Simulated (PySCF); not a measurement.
```xyz
25

C     3.3823   -0.5332    1.2372
C     2.3142   -0.9755    0.5979
C     1.3617   -0.1033   -0.1415
P    -0.3071   -0.0304    0.7300
C    -1.2869   -1.2831   -0.2451
Si   -0.6957   -3.0836   -0.0665
B    -1.0177    1.6179    0.1427
C    -2.5604    1.7250   -0.1779
C    -0.1091    2.9092    0.1425
H     3.6461    0.5123    1.2451
H     4.0384   -1.1933    1.7785
H     2.0699   -2.0297    0.6127
H     1.1913   -0.4828   -1.1529
H     1.7567    0.9118   -0.1994
H    -1.3113   -0.9859   -1.2962
H    -2.3069   -1.2100    0.1365
H    -0.3911   -3.3740    1.3330
H     0.4816   -3.3190   -0.9088
H    -1.7738   -3.9561   -0.5450
H    -3.1575    1.2339    0.5910
H    -2.9216    2.7468   -0.2741
H    -2.7980    1.2096   -1.1100
H     0.7386    2.8361    0.8225
H     0.3041    3.0663   -0.8557
H    -0.6588    3.8152    0.3914
```

Geometry: GFN2-xTB.

These are results of PBE0/pcSseg-1, SCF density, gas phase, non-relativistic in PySCF, not measurements.

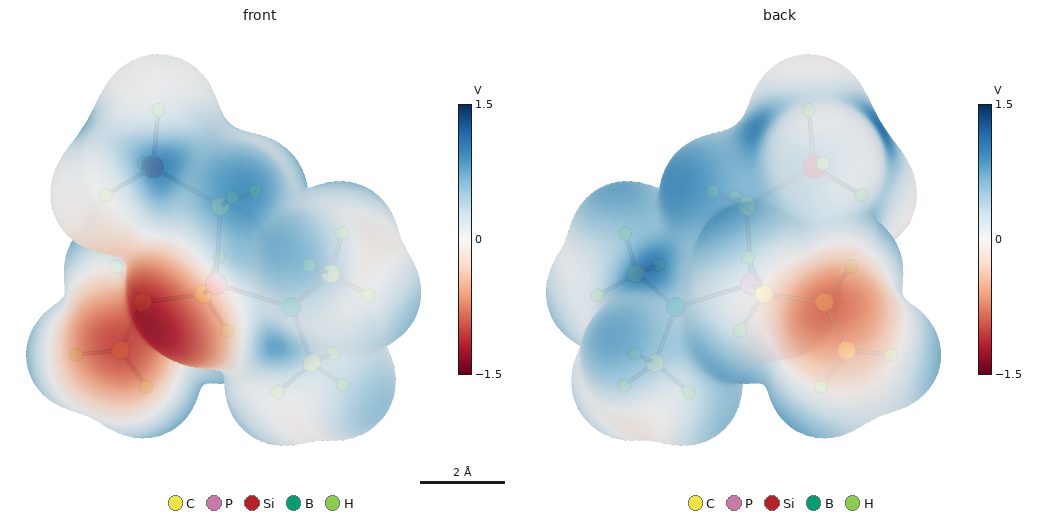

C6H16BPSi. The electrostatic potential painted on the density surface at 0.002 e/bohr³, seen from the front and from behind; the colour scale runs from red (negative) to blue (positive).

Q: Describe the electrostatic potential map.

A: The most negative region (about −1.3 V) lies over P4, the most positive (about +1.0 V) over Si6 and B7.

Q: What dipole moment does the calculation give?

A: Its dipole moment is 1.52 D.
